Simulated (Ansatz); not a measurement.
# CH6GeO2: what the fields show

Input file:

```
crystal:
  periodic: [false, false, false]
  atoms:
    - { symbol: Ge, position_ang: [0.0, 0.0, 0.0] }
    - { symbol: H, position_ang: [0.8769, 0.0, 1.5144] }
    - { symbol: C, position_ang: [2.0813, 0.0, 0.578] }
    - { symbol: H, position_ang: [2.429, -1.0463, 0.4498] }
    - { symbol: H, position_ang: [2.1298, 0.5276, -0.3974] }
    - { symbol: H, position_ang: [2.7332, 0.5187, 1.3114] }
    - { symbol: O, position_ang: [-0.8337, 1.4443, -0.5894] }
    - { symbol: H, position_ang: [-1.7915, 1.2136, -0.8118] }
    - { symbol: O, position_ang: [-0.8337, -1.4443, -0.5894] }
    - { symbol: H, position_ang: [-1.2883, -1.91, 0.183] }
basis:
  gaussian: { orbitals: def2-SVP }
hamiltonian:
  xc: b3lyp
  dispersion: d4
relax:
  f_tol: 0.15
  max_steps: 25
  restrain:
    - { distance: [1, 2], at: 2.31, k: 30.0 }
    - { distance: [0, 1], at: 1.55, k: 30.0 }
    - { distance: [0, 2], at: 1.96, k: 30.0 }
output:
  orbitals: {}
```

Run with:

```sh
ansatz run input.yaml --threads 2 --pin off --max-ram 3072MiB --backend cpu --events-out ev --progress --plain --runs-dir out
```

The fields are those of the run's last geometry, not of the input's.

Not at a stationary point (largest force 1.5 eV/Å).

Theory: RKS B3LYP-D4/def2-SVP in Ansatz.

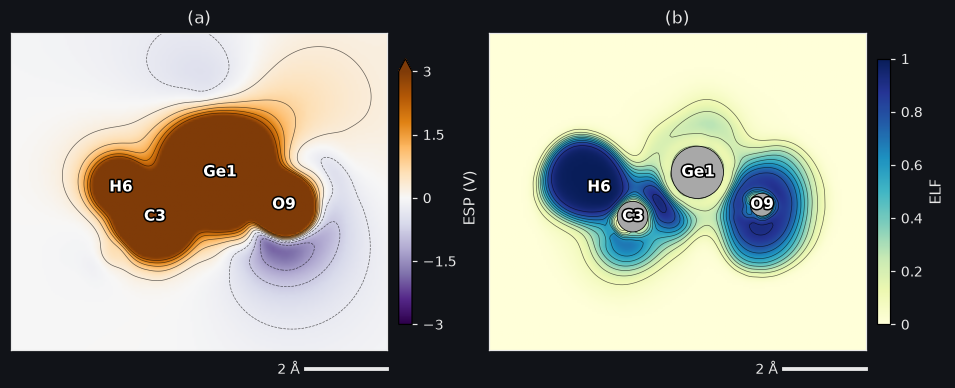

Figure 1. (a) molecular electrostatic potential; (b) electron localisation function on the plane of atoms Ge1, C3 and H6. Grey discs cover the atomic cores in the ELF map.

> Interpret the plot.

The section cuts through Ge, C, H and O sites. Ge–O (1.79 Å): the ELF peaks at about 0.85 in the valence shell of O, 0.6 Å from its nucleus, and is about 0.35 at the midpoint. C–Ge (1.94 Å): the ELF peaks at about 0.95 between the atoms; localised, covalent bonding. C–H (1.10 Å): the ELF climbs to about 1 towards the hydrogen, as it does in any bond to H: a covalent bond by its length. The ELF also peaks beside O9, away from the bonds: lone-pair regions. Outside the dense part of the molecule the potential is most negative (−1.9 V) near O9.

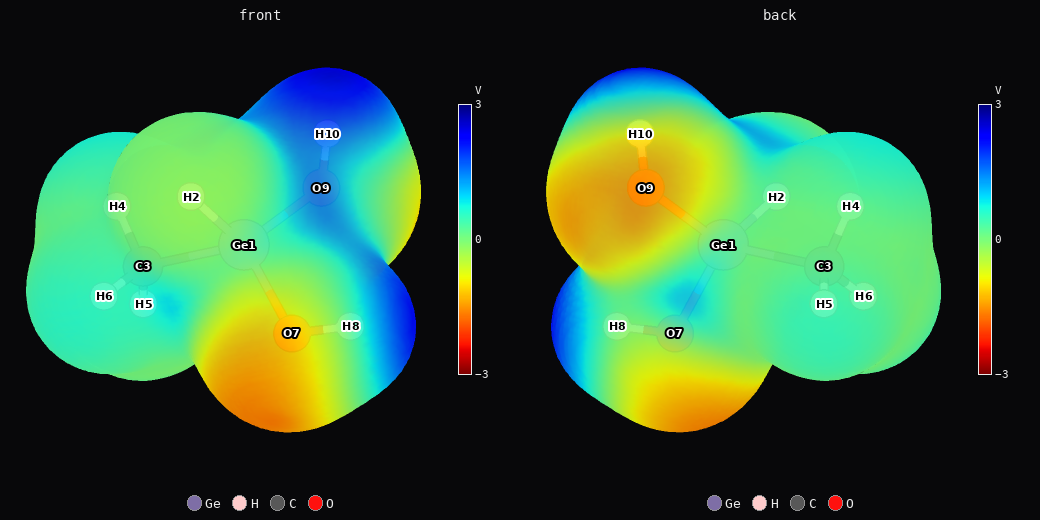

Figure 2. The electrostatic potential painted on the density surface at 0.002 e/bohr³, seen from the front and from behind; the colour scale runs from red (negative) to blue (positive).

> Where is the surface potential most negative and most positive?

The most negative region (about −1.6 V) lies over O7, the most positive (about +2.4 V) over H10. O7 is the likeliest acceptor of a hydrogen bond.

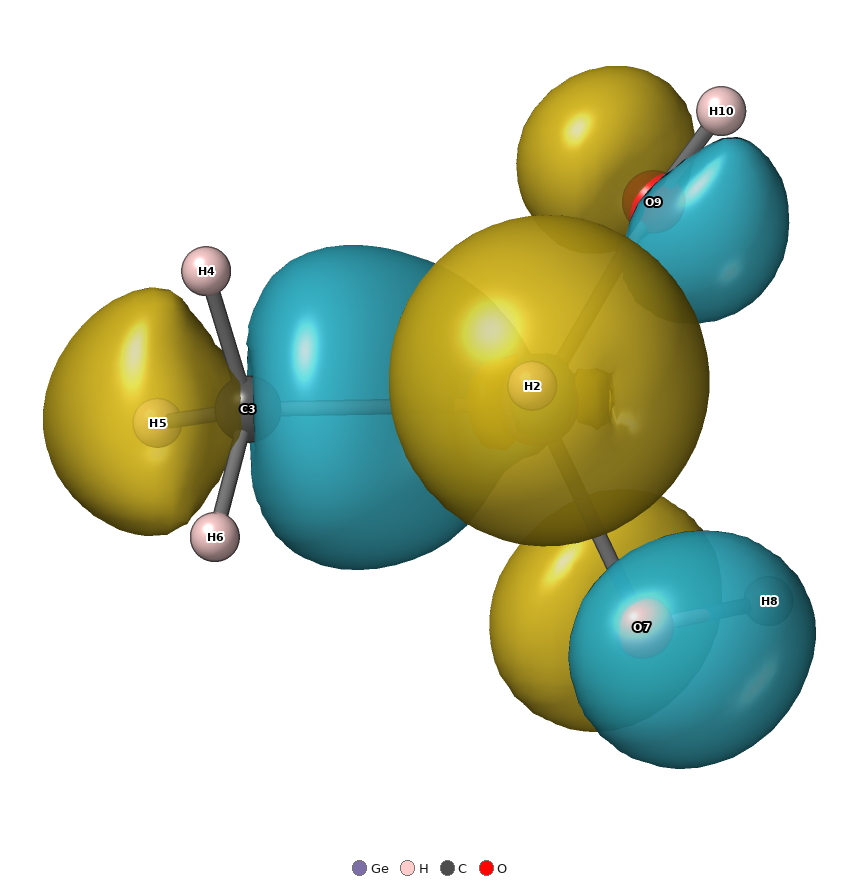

Figure 3. The HOMO at ±0.1 Å⁻³ᐟ² (yellow and cyan are the two phases), seen at a tilt.

> Where does this orbital lie, and at what energy?

Its weight (Hirshfeld) is mainly on O7 (about 25 %), C3 (about 20 %), Ge1 (about 20 %), H2 (about 20 %) and O9 (about 10 %). Its energy is −7.48 eV.
